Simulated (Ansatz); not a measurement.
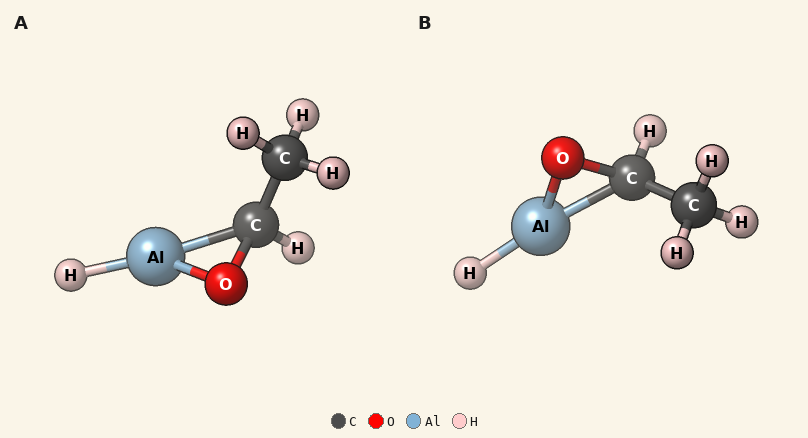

Depth is shown by fading: the farther an atom, the more it takes the colour of the background. The computed structure is the end point of a PBE0-D4/def2-TZVP optimisation.

**Can A be turned into B by a rotation alone?**

No. They are enantiomers, mirror images that no rotation superimposes: A is C[C@H]1[O][AlH]1 (), B is C[C@@H]1[O][AlH]1 (). Their energies are equal.
